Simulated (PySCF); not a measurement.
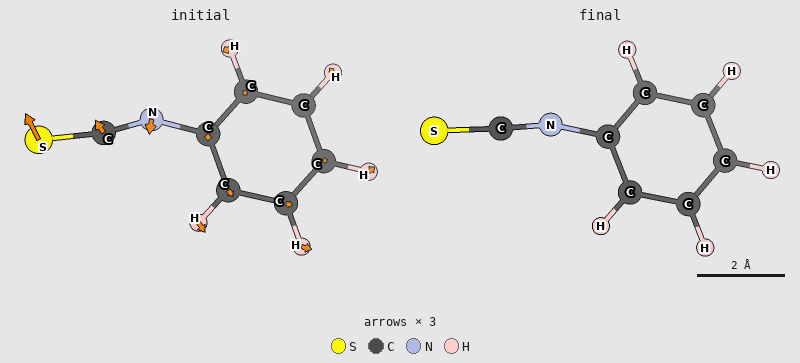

The structure of C7H5NS before (left) and after (right) a relaxation, at one scale. The orange arrows give the displacements, 3 times their true length.

The picture is a ball-and-stick view, seen at a tilt.

The start comes from GFN2-xTB.

Level of theory: PBE0-D3(BJ)/def2-SVP geometry optimisation, gas phase in PySCF 2.14.0, density-fitted response routines. 

> Summarise the run.

Over 9 geometry steps the energy falls by 1.72 kcal/mol. The atom that moves furthest after the best rigid fit is the S atom (0.23 Å). Largest moves by element: S 0.23 Å, N 0.13 Å, C 0.12 Å, H 0.10 Å. Near-neighbour distances that change, for instance: C–S 1.555 → 1.579 Å, C–H 1.080 → 1.092 Å, C–C 1.381 → 1.390 Å, C–C 1.396 → 1.404 Å. Bond angles that change, for instance: C–N–C 149.4° → 163.4°, S–C–N 170.4° → 177.5°. The run took roughly 4 core-minutes on a shared host.
